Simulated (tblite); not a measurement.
**C3H9GeS (charge −1): nudged elastic band**

C3H9GeS, charge −1, SMILES CC[S][GeH-][CH3], computed with GFN2-xTB climbing-image nudged elastic band, gas phase (tblite 0.8.0).

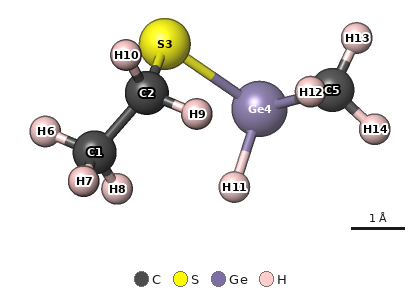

The structure (ball-and-stick view, seen at a tilt; atoms are numbered from 1 in the order of the input). Sticks mark near contacts. Bond lengths as drawn: C–C 1.52 Å, C–Ge 2.07 Å, C–H 1.09 Å, C–S 1.81 Å, Ge–H 1.72 Å and Ge–S 2.39 Å.

Summary:

| quantity | value |
| --- | --- |
| outcome | converged |
| forward barrier | 0.837 eV |
| hardware | 1 CPU thread, shared host |
| wall time | 2.6 s |
| peak memory | 0.2 GiB |

Input:
```
{"job": {"xc": "GFN2-xTB", "basis": "xTB", "kind": "neb"}, "charge": -1, "multiplicity": 1}
C     -2.195623    -0.221174    -0.014596
C     -1.048628     0.769169     0.042890
S     -0.264042     0.973172    -1.579647
Ge     1.370833    -0.771826    -1.623945
C      2.513304    -0.040736    -0.061086
H     -2.940499     0.106748    -0.738688
H     -2.670036    -0.327463     0.964319
H     -1.808420    -1.188783    -0.329309
H     -0.289164     0.428280     0.746769
H     -1.400613     1.758276     0.351963
H      0.472504    -1.767224    -0.547284
H      1.937396     0.379145     0.763596
H      3.187595     0.742250    -0.419154
H      3.134716    -0.840307     0.348606
```

The first line tells a small driver script what to run in tblite; the rest is the geometry in Å.

Run as:
```bash
OMP_NUM_THREADS=1 python <driver script> task.json out
```

What the program printed:
```
image   E - E0 / eV
  0       0.0000
  1       0.0612
  2       0.3674
  3       0.8375
  4       0.2010
  5       0.0749
  6       0.0168
```
